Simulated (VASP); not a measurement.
Band structure of Er (hcp). Computed with optB86b-vdW, VASP's PBE PAW potentials (set 64) (plane waves; VASP).

The 4f electrons are frozen in the core of the lanthanide potential, so 4f levels, which can set the real gap, and their magnetism are missing.

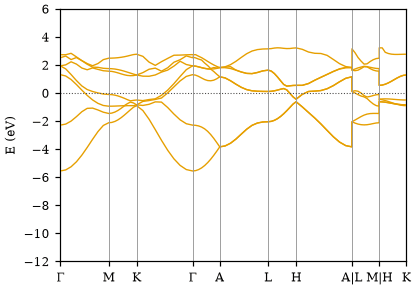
*Bands along high-symmetry lines, zero at the valence-band maximum or, without a gap, the Fermi level*

Problem. Read the plot: is there a gap, and where are the band edges?

Solution. It has no gap at this level: it comes out as a metal or semimetal. (Edges off the drawn lines would not show.)

The compound is Er in the hcp structure. It was relaxed first.
